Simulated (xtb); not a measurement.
**Frequency calculation of In$_{2}$N$_{2}$H$_{4}$Br$_{4}$ (part 1 of 2)**

System: In$_{2}$N$_{2}$H$_{4}$Br$_{4}$.
Method: GFN2-xTB (xtb 6.7.1).

The geometry was optimised with GFN2-xTB.

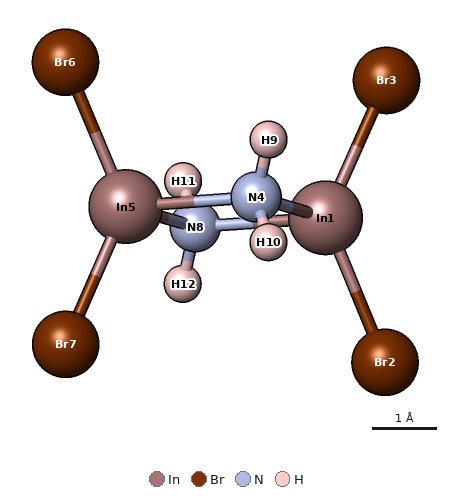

The structure (ball-and-stick view, seen at a tilt; atoms are numbered from 1 in the order of the input). Sticks mark near contacts. Bond lengths as drawn: Br–In 2.46 Å, H–N 1.02 Å and In–N 2.25 Å.

**Input file (mol.xyz)**
```
12
start
In    -0.34515300    -0.84938500    -1.37725900
Br    -1.25266200     0.53272500    -3.19552800
Br     0.14586000    -3.25259700    -1.22120500
N     -1.40861100    -0.25583400     0.51089700
In     0.34367500     0.85351100     1.37521000
Br     1.25103900    -0.51637400     3.20335000
Br    -0.15096500     3.25471200     1.20368500
N      1.41024200     0.25148400    -0.50843500
H     -1.71661000    -1.04731900     1.07710800
H     -2.23204200     0.32702100     0.35565200
H      2.22852700    -0.33742700    -0.34870300
H      1.72670000     1.03948200    -1.07477200
```

**File detailed.inp**
```
$symmetry
   desy=0.05
$end
```

Launch command:
```bash
xtb mol.xyz --hess --gfn 2 -I detailed.inp > out.txt
```

**The program's output**
```
* xtb version 6.7.1
   ID    Z sym.   atoms
    1   49 In     1, 5
    2   35 Br     2, 3, 6, 7
    3    7 N      4, 8
    4    1 H      9-12

           -------------------------------------------------
          |                Calculation Setup                |
           -------------------------------------------------

          program call               : xtb mol.xyz --hess --gfn 2 -I detailed.inp
          coordinate file            : mol.xyz
          omp threads                :                     1

           -------------------------------------------------
          |                 G F N 2 - x T B                 |
           -------------------------------------------------

      * Hamiltonian:
        H0-scaling (s, p, d)           1.850000    2.230000    2.230000
        zeta-weighting                 0.500000
      * Dispersion:
        s8                             2.700000
        a1                             0.520000
        a2                             5.000000
        s9                             5.000000
      * Repulsion:
        kExp                           1.500000    1.000000
        rExp                           1.000000
      * Coulomb:
        alpha                          2.000000
        third order                    shell-resolved
        anisotropic                    true
        a3                             3.000000
        a5                             4.000000
        cn-shift                       1.200000
        cn-exp                         4.000000
        max-rad                        5.000000

          ...................................................
          :                      SETUP                      :
          :.................................................:
          :  # basis functions                  72          :
          :  # atomic orbitals                  66          :
          :  # shells                           26          :
          :  # electrons                        48          :
          :  max. iterations                   250          :
          :  Hamiltonian                  GFN2-xTB          :
          :  restarted?                      false          :
          :  GBSA solvation                  false          :
          :  PC potential                    false          :
          :  electronic temp.          300.0000000     K    :
          :  accuracy                    1.0000000          :
          :  -> integral cutoff          0.2500000E+02      :
          :  -> integral neglect         0.1000000E-07      :
          :  -> SCF convergence          0.1000000E-05 Eh   :
          :  -> wf. convergence          0.1000000E-03 e    :
          :  Broyden damping             0.4000000          :
          :  net charge                          0          :
          :  unpaired electrons                  0          :
          ...................................................

 iter      E             dE          RMSdq      gap      omega  full diag
   1    -26.8581729 -0.268582E+02  0.193E+01    2.94       0.0  T
   2    -26.9933619 -0.135189E+00  0.105E+01    3.29       1.0  T
   3    -27.0023744 -0.901244E-02  0.454E+00    3.28       1.0  T
   4    -27.0154988 -0.131244E-01  0.186E+00    3.13       1.0  T
   5    -27.0159860 -0.487219E-03  0.934E-01    3.16       1.0  T
   6    -27.0160341 -0.481427E-04  0.737E-01    3.13       1.0  T
   7    -27.0164137 -0.379595E-03  0.240E-01    3.15       1.0  T
   8    -27.0164532 -0.394622E-04  0.671E-02    3.14       1.0  T
   9    -27.0164593 -0.615968E-05  0.858E-03    3.14       3.4  T
  10    -27.0164593 -0.525749E-08  0.636E-03    3.14       4.5  T
  11    -27.0164593 -0.801313E-08  0.415E-03    3.14       7.0  T
  12    -27.0164594 -0.101328E-07  0.454E-04    3.14      63.5  T
  13    -27.0164594 -0.898304E-10  0.248E-04    3.14     116.5  T

   *** convergence criteria satisfied after 13 iterations ***

         #    Occupation            Energy/Eh            Energy/eV
      -------------------------------------------------------------
         1        2.0000           -0.8587363             -23.3674
       ...           ...                  ...                  ...
        18        2.0000           -0.4505713             -12.2607
        19        2.0000           -0.4495415             -12.2326
        20        2.0000           -0.4492529             -12.2248
        21        2.0000           -0.4475579             -12.1787
        22        2.0000           -0.4474256             -12.1751
        23        2.0000           -0.4468135             -12.1584
        24        2.0000           -0.4444488             -12.0941 (HOMO)
        25                         -0.3289452              -8.9511 (LUMO)
        26                         -0.3051670              -8.3040
        27                         -0.1335349              -3.6337
        28                         -0.1106296              -3.0104
        29                         -0.1084766              -2.9518
       ...                                ...                  ...
        66                          2.7830570              75.7308
      -------------------------------------------------------------
                  HL-Gap            0.1155036 Eh            3.1430 eV
             Fermi-level           -0.3866970 Eh          -10.5226 eV

 SCC (total)                   0 d,  0 h,  0 min,  0.052 sec
 SCC setup                      ...        0 min,  0.000 sec (  0.353%)
 Dispersion                     ...        0 min,  0.000 sec (  0.147%)
 classical contributions        ...        0 min,  0.000 sec (  0.056%)
 integral evaluation            ...        0 min,  0.010 sec ( 19.059%)
 iterations                     ...        0 min,  0.024 sec ( 47.298%)
 molecular gradient             ...        0 min,  0.017 sec ( 32.457%)
 printout                       ...        0 min,  0.000 sec (  0.574%)

         :::::::::::::::::::::::::::::::::::::::::::::::::::::
         ::                     SUMMARY                     ::
         :::::::::::::::::::::::::::::::::::::::::::::::::::::
         :: total energy             -26.926186449005 Eh    ::
         :: gradient norm              0.000135049375 Eh/a0 ::
         :: HOMO-LUMO gap              3.143012233498 eV    ::
         ::.................................................::
         :: SCC energy               -27.016362966688 Eh    ::
         :: -> isotropic ES            0.057812149728 Eh    ::
         :: -> anisotropic ES          0.002224992850 Eh    ::
         :: -> anisotropic XC         -0.007028955583 Eh    ::
         :: -> dispersion             -0.016145261722 Eh    ::
         :: repulsion energy           0.090176517683 Eh    ::
         :: add. restraining           0.000000000000 Eh    ::
         :: total charge              -0.000000000000 e     ::
         :::::::::::::::::::::::::::::::::::::::::::::::::::::

           -------------------------------------------------
          |                Numerical Hessian                |
           -------------------------------------------------
step length          :   0.00500
SCC accuracy         :   0.30000
Hessian scale factor :   1.00000
frozen atoms in %    :   0.00000    0
RMS gradient         :   0.00013
estimated CPU  time      0.05 min

writing file <hessian>.

 projected vibrational frequencies (cm⁻¹)
eigval :       -0.00    -0.00     0.00     0.00     0.00     0.00
eigval :       14.16    21.44    35.81    41.76    50.56    52.62
eigval :       53.84    93.05   107.31   108.47   203.70   216.53
eigval :      260.20   275.41   276.93   284.54   347.26   365.79
eigval :      388.29   454.80   662.65   677.29   773.25   788.37
eigval :     1444.00  1444.69  3280.03  3282.49  3285.09  3291.37
           -------------------------------------------------
          |                Property Printout                |
           -------------------------------------------------

    * Orbital Energies and Occupations

         #    Occupation            Energy/Eh            Energy/eV
      -------------------------------------------------------------
         1        2.0000           -0.8587366             -23.3674
       ...           ...                  ...                  ...
        12        2.0000           -0.5034129             -13.6986
        13        2.0000           -0.4870735             -13.2539
        14        2.0000           -0.4723732             -12.8539
        15        2.0000           -0.4703393             -12.7986
        16        2.0000           -0.4695034             -12.7758
        17        2.0000           -0.4516079             -12.2889
        18        2.0000           -0.4505719             -12.2607
        19        2.0000           -0.4495419             -12.2327
        20        2.0000           -0.4492534             -12.2248
        21        2.0000           -0.4475584             -12.1787
        22        2.0000           -0.4474260             -12.1751
        23        2.0000           -0.4468139             -12.1584
        24        2.0000           -0.4444492             -12.0941 (HOMO)
        25                         -0.3289456              -8.9511 (LUMO)
        26                         -0.3051673              -8.3040
        27                         -0.1335352              -3.6337
        28                         -0.1106299              -3.0104
        29                         -0.1084768              -2.9518
        30                         -0.0504060              -1.3716
        31                         -0.0412207              -1.1217
        32                         -0.0372563              -1.0138
        33                         -0.0306527              -0.8341
        34                         -0.0229159              -0.6236
        35                         -0.0079851              -0.2173
       ...                                ...                  ...
        66                          2.7830563              75.7308
      -------------------------------------------------------------
                  HL-Gap            0.1155036 Eh            3.1430 eV
             Fermi-level           -0.3866974 Eh          -10.5226 eV

     #   Z          covCN         q      C6AA      α(0)
     1  49 In       3.771     0.257   271.304    31.077
     2  35 Br       0.813    -0.131   188.319    22.125
     3  35 Br       0.813    -0.131   188.332    22.126
     4   7 N        3.249    -0.378    29.756     8.102
     5  49 In       3.771     0.257   271.302    31.077
     6  35 Br       0.813    -0.131   188.334    22.126
     7  35 Br       0.813    -0.131   188.318    22.125
     8   7 N        3.249    -0.378    29.756     8.102
     9   1 H        0.860     0.192     1.148     1.679
    10   1 H        0.860     0.192     1.148     1.679
    11   1 H        0.860     0.192     1.148     1.678
    12   1 H        0.860     0.192     1.149     1.679

 Mol. C6AA /au·bohr⁶  :      10548.247087
 Mol. C8AA /au·bohr⁸  :     810859.556187
 Mol. α(0) /au        :        173.574094

Wiberg/Mayer (AO) data.
largest (>0.10) Wiberg bond orders for each atom

 ---------------------------------------------------------------------------
     #   Z sym  total        # sym  WBO       # sym  WBO       # sym  WBO
```
